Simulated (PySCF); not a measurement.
# CH8ClO2Si3 (doublet): what the fields show

```yaml
atoms:
  - { symbol: C, position_ang: [0.1473, -2.2773, 0.8157] }
  - { symbol: Si, position_ang: [-0.0539, -1.1357, -0.6240] }
  - { symbol: O, position_ang: [-1.3800, -0.2249, -0.4444] }
  - { symbol: Si, position_ang: [-2.1861, 1.0665, 0.1124] }
  - { symbol: O, position_ang: [1.2635, -0.1769, -0.7249] }
  - { symbol: Si, position_ang: [2.1021, 1.1359, -0.3299] }
  - { symbol: Cl, position_ang: [2.2070, 1.2943, 1.6643] }
  - { symbol: H, position_ang: [-0.6912, -2.7509, 1.2940] }
  - { symbol: H, position_ang: [1.1120, -2.6077, 1.1579] }
  - { symbol: H, position_ang: [-0.1587, -1.7112, -1.9580] }
  - { symbol: H, position_ang: [-1.3686, 2.2672, -0.0666] }
  - { symbol: H, position_ang: [-2.4744, 0.8346, 1.5274] }
  - { symbol: H, position_ang: [-3.3892, 1.0918, -0.7159] }
  - { symbol: H, position_ang: [1.4388, 2.3218, -0.8544] }
  - { symbol: H, position_ang: [3.4271, 0.8807, -0.8755] }
```

Geometry: GFN2-xTB.

Method: UKS B3LYP, pcH-1 on C Cl H O Si, non-relativistic, mean-field spin-orbit, GIAO in PySCF 2.14.0, density-fitted response routines.

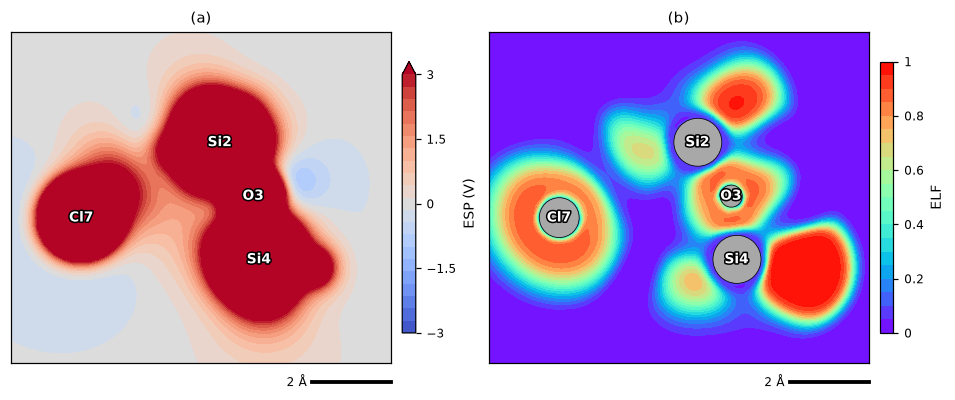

Figure 1. (a) molecular electrostatic potential; (b) ELF on the plane of atoms Si2, O3 and Si4. Grey discs cover the atomic cores in the ELF map.

Q: Interpret the plot.

A: The section cuts through Si, O and Cl sites.
Si–O (1.62 Å): the ELF peaks at about 0.85 between the atoms, as expected for a short, strongly polar bond.
The ELF also peaks beside Cl7 and O3, away from the bonds: non-bonding electrons, paired or unpaired.
Outside the dense part of the molecule the potential is most negative (−0.9 V) near O3.

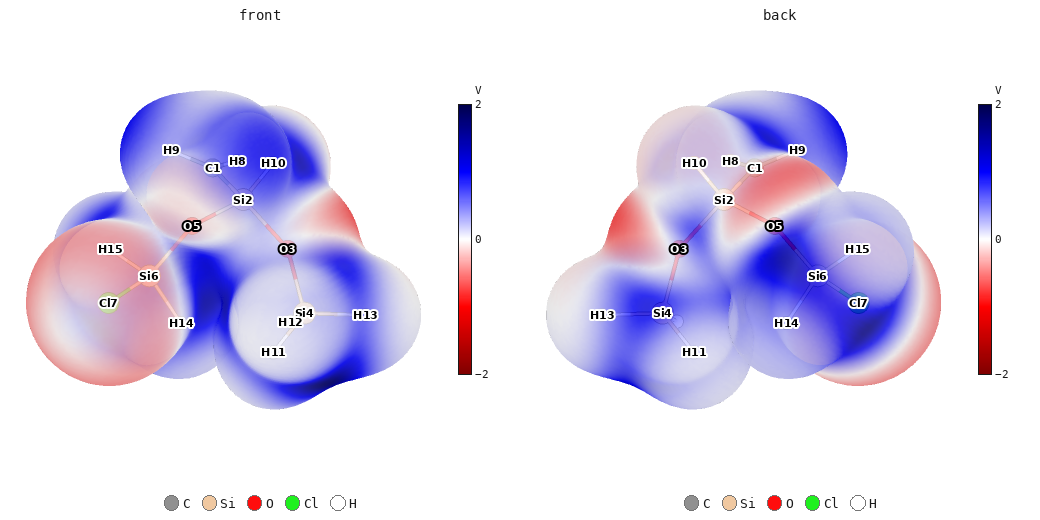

Figure 2. The molecular electrostatic potential painted on the density surface at 0.002 e/bohr³, seen from the front and from behind; the colour scale runs from red (negative) to blue (positive).

Q: Describe the electrostatic potential map.

A: The most negative region (about −0.7 V) lies over O3, the most positive (about +1.6 V) over Si4 and Si6.
